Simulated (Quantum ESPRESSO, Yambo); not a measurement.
## MgO (Periclase): G0W0 in Yambo against the screening cutoff

Aim: move the screening cutoff of a G0W0 run on MgO (Periclase) over a wide range.

Method: PBE and many-body steps on it, plane waves, in Yambo 5.3.0.

The database entry behind the starting cell differs from later determinations by our own check (about 0.1 % long), so it need not match the best structure at ambient conditions.

## (1) Starting point

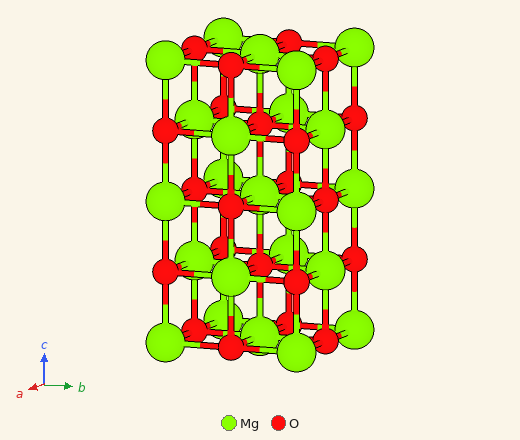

The starting structure, seen slightly off an axis (magnesium green, oxygen red). 1×1×2 cells are drawn. This picture shows the conventional cell, with its axes. Some periodic images of atoms are drawn too.

Coordinates:

```xyz
2
Lattice="0.0000 2.1085 2.1085 2.1085 0.0000 2.1085 2.1085 2.1085 0.0000" Properties=species:S:1:pos:R:3 pbc="T T T"
Mg    0.0000    0.0000    0.0000
O     2.1085    2.1085    2.1085
```

The cell and positions come from the Crystallography Open Database and are kept as given unless a step says otherwise.

## (2) 3.25 Ha

This step: Yambo 5.3.0; G0W0 on PBE, plane waves, norm-conserving pseudopotentials.

G0W0 replaces the xc potential by the self-energy, built once from these orbitals. Only a window of levels is corrected, while the sums run over the empty bands that the input names.

Contents of gw7.in:

```
HF_and_locXC
gw0
dyson
ppa
em1d
rim_cut
RandQpts= 1000000
RandGvec= 1 RL
EXXRLvcs= 76 Ry
VXCRLvcs= 304 Ry
Chimod= "HARTREE"
% BndsRnXp
 1 | 63 |
%
NGsBlkXp= 6.5 Ry
% LongDrXp
 1 | 1 | 1 |
%
% GbndRnge
 1 | 63 |
%
DysSolver= "n"
ExtendOut
PPAPntXp= 27.21138 eV
% QPkrange
 1 | 1 | 7 | 10 |
%
```

Launch:

```console
$ OMP_NUM_THREADS=1 mpirun -n 4 yambo -F gw7.in -J gw7 -C gw7 > gw7.log
```

Output:

```text
 Yambo, version 5.3.0

 [02] CORE Variables Setup
 =========================

  [... cell, symmetries and grids as in the set-up ...]

  [02.05] Energies & Occupations
  ==============================

  [X] === General ===
  [X] Electronic Temperature                        :  0.000000  0.000000 [eV K]
  [X] Bosonic    Temperature                        :  0.000000  0.000000 [eV K]
  [X] Finite Temperature mode                       : no
  [X] El. density                                   :  0.85343E+24 [cm-3]
  [X] Fermi Level                                   :  8.010855 [eV]

  [X] === Gaps and Widths ===
  [X] Conduction Band Min                           :  4.733022 [eV]
  [X] Valence Band Max                              :  0.000000 [eV]
  [X] Filled Bands                                  :   8
  [X] Empty Bands                                   :    9  229
  [X] Direct Gap                                    :  4.733022 [eV]
  [X] Direct Gap localized at k                     :  1
  [X] Indirect Gap                                  :  4.733022 [eV]
  [X] Indirect Gap between kpts                     :  1  1
  [X] Last valence band width                       :  1.746695 [eV]
  [X] 1st conduction band width                     :  6.928393 [eV]

 [03] Transferred momenta grid and indexing
 ==========================================

 IBZ Q-points                                      :   8
 BZ  Q-points                                      :   64

 K/Q-points units:
 rlu = crystal or reduced units; cc = cartesian coordinates; iku = interal k-units

 Q [1]          [rlu]:  0.000000  0.000000  0.000000
 Q [2]          [rlu]:  0.15368E-17  0.15368E-17  0.25000
 Q [3]          [rlu]: -0.30736E-17 -0.30736E-17 -0.50000
 Q [4]          [rlu]:  0.94682E-17  0.25000      0.25000
 Q [5]          [rlu]: -0.96335E-17  0.25000      0.50000
 Q [6]          [rlu]: -0.30736E-17  0.25000     -0.25000
 Q [7]          [rlu]: -0.18936E-16 -0.50000     -0.50000
 Q [8]          [rlu]:  0.250000 -0.500000 -0.250000

 [04] Coloumb potential Random Integration (RIM)
 ===============================================

  [04.01] RIM initialization
  ==========================

  * Diagonal components only detected *

  8 x (sBL volume)        :  0.245077 [a.u.]
  sBZ random points       :  1000000
  Points outside the sBZ  :   7968281
  RL volume               :  1.960614 [a.u.]
  Integrated volume       :  1.968419 [a.u.]

  [04.02] RIM integrals
  =====================

  Gamma point sphere radius             :  0.113514 [a.u.]
  Points outside the sphere             :   800476
  [Int_sBZ(q=0) 1/q^2]*(Vol_sBZ)^(-1/3) =:  7.776341
                                 should be <:  7.795600

  Summary of Coulomb integrals for non-metallic bands |Q|[au] RIM/Bare

  Q [1] 0.100000E-4 0.997530 * Q [2] 0.341411 1.068930
  Q [4] 0.394228 1.068679 * Q [6] 0.557523 1.029814
  Q [5] 0.653753 1.023420 * Q [3] 0.682823 1.020347
  Q [7] 0.788456 1.016896 * Q [8] 0.881520 1.013834

 [WARNING] [Xp] User bands 1-63 break level degeneracy

 [05] Dipoles
 ============

  [05.01] Setup: observables and procedures
  =========================================

 [06] Dynamic Dielectric Matrix (PPA)
 ====================================

 [WR./gw7//ndb.pp]---------------------------------------------------------------
  Brillouin Zone Q/K grids (IBZ/BZ)                :    8   64    8   64
  RL vectors                                       :  1893 [WF]
  Coulomb cutoff potential                         : none
  Electronic Temperature                           :  0.000000 [K]
  Bosonic    Temperature                           :  0.000000 [K]
  PPA    diel. fun.  energies                      : Perdew, Burke & Ernzerhof(X)+Perdew, Burke & Ernzerhof(C)
  wavefunctions                                    : Perdew, Burke & Ernzerhof(X)+Perdew, Burke & Ernzerhof(C)
  Global Gauge                                     : length
  X matrix size                                    :   51
  X band range                                     :    1   63
  X e/h energy range                               : -1.000000 -1.000000 [eV]
  X Time ordering                                  : R
  X Hxc Kernel                                     : HARTREE
  X Drude frequency                                :  0.000000  0.000000
  X poles                                          :  100.0000 [o/o]
  RL vectors in the sum                            :  1893
  [r,Vnl] included                                 : yes
  Field direction                                  :  0.577350E-5  0.577350E-5  0.577350E-5
  BZ energy Double Grid                            : no
  BZ energy DbGd points                            : 0
  BZ Q point size factor                           : -1.000000
  X Optical Averaged directions                    : none

 [07] Local Exchange-Correlation + Non-Local Fock
 ================================================

 [VXC] Plane waves :  11311
 [EXS] Plane waves :  1459

 QP @ state[ 1 ] K range:  1  1
 QP @ state[ 1 ] b range:   7  10

 [xc] Functional : Perdew, Burke & Ernzerhof(X)+Perdew, Burke & Ernzerhof(C)
 [xc] LIBXC used to calculate xc functional
  PP Number of Atomic Species                      :  2
  NLCC RL compoments                               :  11311
  PP Number of Atomic Species                      :  2
  NLCC RL compoments                               :  11311

 [xc] E_xc :  -11.58643 [Ha]
      E_xc :  -23.17287 [Ry]

  Local XC kind (lXC) : Perdew, Burke & Ernzerhof(X)+Perdew, Burke & Ernzerhof(C)
  Non-Local XC kind (nlXC) : Hartree-Fock

  Corrections @ K [1] :  [eV]
 <7|nlXC|7> = -25.49764 -0.28131E-16 <7|lXC|7> = -20.11168 -0.37763E-15
 <8|nlXC|8> = -25.49778  0.23640E-16 <8|lXC|8> = -20.11168  0.94423E-16
 <9|nlXC|9> = -8.797439 -0.16089E-17 <9|lXC|9> = -13.44687 -0.37355E-18
 <10|nlXC|10> = -3.682354  0.42571E-17 <10|lXC|10> = -9.561371  0.37762E-15

 [08] Dyson equation: Newton solver
 ==================================

  [08.01] G0W0 (W PPA)
  ====================

  [  GW  ] Bands range     :    1   63
  [GW/PPA] G damping       :  0.100000 [eV]

  QP @ state[ 1 ] K range:  1  1
  QP @ state[ 1 ] b range:   7  10

   Sc/G bands                                       :    1   63
   Sc/G damping                                     :  0.100000 ev
   Sc bands terminator                              : no
   Sx RL components                                 :  1459

   QP @ state[ 1 ] K range                          :  1  1
   QP @ state[ 1 ] b range                          :   7  10
   GF energies kind                                 : Perdew, Burke & Ernzerhof(X)+Perdew, Burke & Ernzerhof(C)
   GF WF`s kind                                     : Perdew, Burke & Ernzerhof(X)+Perdew, Burke & Ernzerhof(C)
   Xs energies kind                                 : Perdew, Burke & Ernzerhof(X)+Perdew, Burke & Ernzerhof(C)
   Xs WF`s kind                                     : Perdew, Burke & Ernzerhof(X)+Perdew, Burke & Ernzerhof(C)

 [11] Game Over & Game summary
```

Wall time 9.1 s (4 MPI ranks of Arm Neoverse V1, shared host); peak memory 1.2 GiB.

Numbers from this step:

| Property | Result |
| --- | --- |
| G0W0 gap on the points computed | 6.763 eV |
| starting gap on the mesh | 4.733 eV |
| k of the valence top | 0, 0, 0 |
| k of the conduction bottom | 0, 0, 0 |
| least direct G0W0 gap on the computed points | 6.763 eV |
| Z at the valence top | 0.8062 |
| Z at the conduction bottom | 0.8542 |

The gap on the mesh goes from 4.73 eV to 6.76 eV, a correction of +2.03 eV.

## (3) 5.25 Ha

Contents of gw8.in:

```
HF_and_locXC
gw0
dyson
ppa
em1d
rim_cut
RandQpts= 1000000
RandGvec= 1 RL
EXXRLvcs= 76 Ry
VXCRLvcs= 304 Ry
Chimod= "HARTREE"
% BndsRnXp
 1 | 63 |
%
NGsBlkXp= 10.5 Ry
% LongDrXp
 1 | 1 | 1 |
%
% GbndRnge
 1 | 63 |
%
DysSolver= "n"
ExtendOut
PPAPntXp= 27.21138 eV
% QPkrange
 1 | 1 | 7 | 10 |
%
```

Launch:

```console
$ OMP_NUM_THREADS=1 mpirun -n 4 yambo -F gw8.in -J gw8 -C gw8 > gw8.log
```

Output:

```text
 Yambo, version 5.3.0

 [02] CORE Variables Setup
 =========================

  [... cell, symmetries and grids as in the set-up ...]

  [02.05] Energies & Occupations
  ==============================

  [X] === General ===
  [X] Electronic Temperature                        :  0.000000  0.000000 [eV K]
  [X] Bosonic    Temperature                        :  0.000000  0.000000 [eV K]
  [X] Finite Temperature mode                       : no
  [X] El. density                                   :  0.85343E+24 [cm-3]
  [X] Fermi Level                                   :  8.010855 [eV]

  [X] === Gaps and Widths ===
  [X] Conduction Band Min                           :  4.733022 [eV]
  [X] Valence Band Max                              :  0.000000 [eV]
  [X] Filled Bands                                  :   8
  [X] Empty Bands                                   :    9  229
  [X] Direct Gap                                    :  4.733022 [eV]
  [X] Direct Gap localized at k                     :  1
  [X] Indirect Gap                                  :  4.733022 [eV]
  [X] Indirect Gap between kpts                     :  1  1
  [X] Last valence band width                       :  1.746695 [eV]
  [X] 1st conduction band width                     :  6.928393 [eV]

 [03] Transferred momenta grid and indexing
 ==========================================

 IBZ Q-points                                      :   8
 BZ  Q-points                                      :   64

 K/Q-points units:
 rlu = crystal or reduced units; cc = cartesian coordinates; iku = interal k-units

 Q [1]          [rlu]:  0.000000  0.000000  0.000000
 Q [2]          [rlu]:  0.15368E-17  0.15368E-17  0.25000
 Q [3]          [rlu]: -0.30736E-17 -0.30736E-17 -0.50000
[...]
================================================

 [VXC] Plane waves :  11311
 [EXS] Plane waves :  1459

 QP @ state[ 1 ] K range:  1  1
 QP @ state[ 1 ] b range:   7  10

 [xc] Functional : Perdew, Burke & Ernzerhof(X)+Perdew, Burke & Ernzerhof(C)
 [xc] LIBXC used to calculate xc functional
  PP Number of Atomic Species                      :  2
  NLCC RL compoments                               :  11311
  PP Number of Atomic Species                      :  2
  NLCC RL compoments                               :  11311

 [xc] E_xc :  -11.58643 [Ha]
      E_xc :  -23.17287 [Ry]

  Local XC kind (lXC) : Perdew, Burke & Ernzerhof(X)+Perdew, Burke & Ernzerhof(C)
  Non-Local XC kind (nlXC) : Hartree-Fock

  Corrections @ K [1] :  [eV]
 <7|nlXC|7> = -25.49764 -0.28131E-16 <7|lXC|7> = -20.11168 -0.37763E-15
 <8|nlXC|8> = -25.49778  0.23640E-16 <8|lXC|8> = -20.11168  0.94423E-16
 <9|nlXC|9> = -8.797439 -0.16089E-17 <9|lXC|9> = -13.44687 -0.37355E-18
 <10|nlXC|10> = -3.682354  0.42571E-17 <10|lXC|10> = -9.561371  0.37762E-15

 [08] Dyson equation: Newton solver
 ==================================

  [08.01] G0W0 (W PPA)
  ====================

  [  GW  ] Bands range     :    1   63
  [GW/PPA] G damping       :  0.100000 [eV]

  QP @ state[ 1 ] K range:  1  1
  QP @ state[ 1 ] b range:   7  10

   Sc/G bands                                       :    1   63
   Sc/G damping                                     :  0.100000 ev
   Sc bands terminator                              : no
   Sx RL components                                 :  1459

   QP @ state[ 1 ] K range                          :  1  1
   QP @ state[ 1 ] b range                          :   7  10
   GF energies kind                                 : Perdew, Burke & Ernzerhof(X)+Perdew, Burke & Ernzerhof(C)
   GF WF`s kind                                     : Perdew, Burke & Ernzerhof(X)+Perdew, Burke & Ernzerhof(C)
   Xs energies kind                                 : Perdew, Burke & Ernzerhof(X)+Perdew, Burke & Ernzerhof(C)
   Xs WF`s kind                                     : Perdew, Burke & Ernzerhof(X)+Perdew, Burke & Ernzerhof(C)

 [11] Game Over & Game summary
```

Wall time 10 s (4 MPI ranks); peak memory 1.1 GiB; 37 s of CPU time.

Numbers from this step:

* G0W0 gap on the points computed: 6.879 eV
* starting gap on the mesh: 4.733 eV
* k of the valence top: 0, 0, 0
* k of the conduction bottom: 0, 0, 0
* least direct G0W0 gap on the computed points: 6.879 eV
* Z at the valence top: 0.8024
* Z at the conduction bottom: 0.8519

Against the run before, the gap moves by +0.117 eV.

## (4) 10.5 Ha

Contents of gw9.in:

```
HF_and_locXC
gw0
dyson
ppa
em1d
rim_cut
RandQpts= 1000000
RandGvec= 1 RL
EXXRLvcs= 76 Ry
VXCRLvcs= 304 Ry
Chimod= "HARTREE"
% BndsRnXp
 1 | 63 |
%
NGsBlkXp= 21 Ry
% LongDrXp
 1 | 1 | 1 |
%
% GbndRnge
 1 | 63 |
%
DysSolver= "n"
ExtendOut
PPAPntXp= 27.21138 eV
% QPkrange
 1 | 1 | 7 | 10 |
%
```

Launch:

```console
$ OMP_NUM_THREADS=1 mpirun -n 4 yambo -F gw9.in -J gw9 -C gw9 > gw9.log
```

Output:

```text
 Yambo, version 5.3.0

 [02] CORE Variables Setup
 =========================

  [... cell, symmetries and grids as in the set-up ...]

  [02.05] Energies & Occupations
  ==============================

  [X] === General ===
  [X] Electronic Temperature                        :  0.000000  0.000000 [eV K]
  [X] Bosonic    Temperature                        :  0.000000  0.000000 [eV K]
  [X] Finite Temperature mode                       : no
  [X] El. density                                   :  0.85343E+24 [cm-3]
[...]
Sx RL components                                 :  1459

   QP @ state[ 1 ] K range                          :  1  1
   QP @ state[ 1 ] b range                          :   7  10
   GF energies kind                                 : Perdew, Burke & Ernzerhof(X)+Perdew, Burke & Ernzerhof(C)
   GF WF`s kind                                     : Perdew, Burke & Ernzerhof(X)+Perdew, Burke & Ernzerhof(C)
   Xs energies kind                                 : Perdew, Burke & Ernzerhof(X)+Perdew, Burke & Ernzerhof(C)
   Xs WF`s kind                                     : Perdew, Burke & Ernzerhof(X)+Perdew, Burke & Ernzerhof(C)

 [11] Game Over & Game summary
```

Wall time 20 s (4 MPI ranks); peak memory 1.2 GiB.

This step gave:

| Property | Result |
| --- | --- |
| G0W0 gap on the points computed | 6.924 eV |
| starting gap on the mesh | 4.733 eV |
| k of the valence top | 0, 0, 0 |
| k of the conduction bottom | 0, 0, 0 |
| least direct G0W0 gap on the computed points | 6.924 eV |

Against the run before, the gap moves by +0.044 eV.

## (5) 13 Ha

Contents of gw10.in:

```
HF_and_locXC
gw0
dyson
ppa
em1d
rim_cut
RandQpts= 1000000
RandGvec= 1 RL
EXXRLvcs= 76 Ry
VXCRLvcs= 304 Ry
Chimod= "HARTREE"
% BndsRnXp
 1 | 63 |
%
NGsBlkXp= 26 Ry
% LongDrXp
 1 | 1 | 1 |
%
% GbndRnge
 1 | 63 |
%
DysSolver= "n"
ExtendOut
PPAPntXp= 27.21138 eV
% QPkrange
 1 | 1 | 7 | 10 |
%
```

Launch:

```console
$ OMP_NUM_THREADS=1 mpirun -n 4 yambo -F gw10.in -J gw10 -C gw10 > gw10.log
```

Output:

```text
 Yambo, version 5.3.0

 [02] CORE Variables Setup
 =========================

  [... cell, symmetries and grids as in the set-up ...]

  [02.05] Energies & Occupations
  ==============================

  [X] === General ===
  [X] Electronic Temperature                        :  0.000000  0.000000 [eV K]
  [X] Bosonic    Temperature                        :  0.000000  0.000000 [eV K]
  [X] Finite Temperature mode                       : no
  [X] El. density                                   :  0.85343E+24 [cm-3]
[...]
Sx RL components                                 :  1459

   QP @ state[ 1 ] K range                          :  1  1
   QP @ state[ 1 ] b range                          :   7  10
   GF energies kind                                 : Perdew, Burke & Ernzerhof(X)+Perdew, Burke & Ernzerhof(C)
   GF WF`s kind                                     : Perdew, Burke & Ernzerhof(X)+Perdew, Burke & Ernzerhof(C)
   Xs energies kind                                 : Perdew, Burke & Ernzerhof(X)+Perdew, Burke & Ernzerhof(C)
   Xs WF`s kind                                     : Perdew, Burke & Ernzerhof(X)+Perdew, Burke & Ernzerhof(C)

 [11] Game Over & Game summary
```

Wall time 29 s (4 MPI ranks); peak memory 1.2 GiB.

Numbers from this step:

| Item | Value |
| --- | --- |
| G0W0 gap on the points computed | 6.927 eV |
| starting gap on the mesh | 4.733 eV |
| k of the valence top | 0, 0, 0 |
| k of the conduction bottom | 0, 0, 0 |
| least direct G0W0 gap on the computed points | 6.927 eV |

Against the run before, the gap moves by +0.003 eV.

## (6) 16.25 Ha

Contents of gw11.in:

```
HF_and_locXC
gw0
dyson
ppa
em1d
rim_cut
RandQpts= 1000000
RandGvec= 1 RL
EXXRLvcs= 76 Ry
VXCRLvcs= 304 Ry
Chimod= "HARTREE"
% BndsRnXp
 1 | 63 |
%
NGsBlkXp= 32.5 Ry
% LongDrXp
 1 | 1 | 1 |
%
% GbndRnge
 1 | 63 |
%
DysSolver= "n"
ExtendOut
PPAPntXp= 27.21138 eV
% QPkrange
 1 | 1 | 7 | 10 |
%
```

Launch:

```console
$ OMP_NUM_THREADS=1 mpirun -n 4 yambo -F gw11.in -J gw11 -C gw11 > gw11.log
```

Output:

```text
 Yambo, version 5.3.0

 [02] CORE Variables Setup
 =========================

  [... cell, symmetries and grids as in the set-up ...]

  [02.05] Energies & Occupations
  ==============================

  [X] === General ===
  [X] Electronic Temperature                        :  0.000000  0.000000 [eV K]
  [X] Bosonic    Temperature                        :  0.000000  0.000000 [eV K]
  [X] Finite Temperature mode                       : no
  [X] El. density                                   :  0.85343E+24 [cm-3]
[...]
Sx RL components                                 :  1459

   QP @ state[ 1 ] K range                          :  1  1
   QP @ state[ 1 ] b range                          :   7  10
   GF energies kind                                 : Perdew, Burke & Ernzerhof(X)+Perdew, Burke & Ernzerhof(C)
   GF WF`s kind                                     : Perdew, Burke & Ernzerhof(X)+Perdew, Burke & Ernzerhof(C)
   Xs energies kind                                 : Perdew, Burke & Ernzerhof(X)+Perdew, Burke & Ernzerhof(C)
   Xs WF`s kind                                     : Perdew, Burke & Ernzerhof(X)+Perdew, Burke & Ernzerhof(C)

 [11] Game Over & Game summary
```

It took 46 s on 4 MPI ranks; peak memory 1.1 GiB; 3 min of CPU time.

This step gave:

```yaml
g0w0_gap_on_the_points_computed: 6.929 eV
starting_gap_on_the_mesh: 4.733 eV
k_of_the_valence_top: 0, 0, 0
k_of_the_conduction_bottom: 0, 0, 0
least_direct_g0w0_gap_on_the_computed_points: 6.929 eV
```

Against the run before, the gap moves by +0.002 eV.

## (7) The runs together

Times are wall times on 4 MPI ranks of Arm Neoverse V1, shared host, good to a factor of about two.

```tsv
run	mesh	bands	screening cutoff (eV)	DFT gap (eV)	gap on the mesh (eV)	direct (eV)	time
3.25 Ha	4×4×4	63	88.4	4.733	6.763	6.763	9.1 s
5.25 Ha	4×4×4	63	142.9	4.733	6.879	6.879	10 s
10.5 Ha	4×4×4	63	285.7	4.733	6.924	6.924	20 s
13 Ha	4×4×4	63	353.7	4.733	6.927	6.927	29 s
16.25 Ha	4×4×4	63	442.2	4.733	6.929	6.929	46 s
```

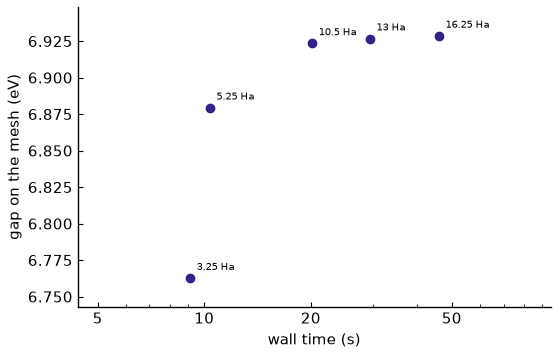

Result against wall time.

## (8) Outcome

```
3.25 Ha      : 6.763 eV
5.25 Ha      : 6.879 eV
10.5 Ha      : 6.924 eV
13 Ha        : 6.927 eV
16.25 Ha     : 6.929 eV
known limits : not at the basis limit; coarse k mesh
```

What this shows: The setting moved: screening cutoff. From 3.25 Ha to 16.25 Ha the gap moves by +0.17 eV, for 5.0 times the time. It holds to 0.03 eV from 10.5 Ha on. Bands and screening cutoff are coupled, so a series along one setting does not show full convergence. Bands and cutoff are finite, so the gap is not at the basis limit. The miss can reach some tenths of an eV and take either sign; the mesh is an error of its own. In the G0W0 runs levels were corrected at 1 k point alone, so a gap called «on the mesh» is the least over those, and an edge elsewhere would be missed. The 4×4×4 mesh is coarse for this cell, which bears on the long-range parts of exchange and screening.

[Paths, hosts, dates, memory and timing lines, banners, echoed tables and standing remarks are left out of the program output.]

[Logs are printed without paths, hosts, clocks, repeated set-up lines and the standing remarks that a program may print on its own settings, such as how far it seeks lower states.]

[Runs of the session that timed out or met a known fault of the program may be left out.]

[Hosts, paths, dates, database ids (printed as entryN), source tags and the programs' standing remarks are cut or masked in the printed files.]
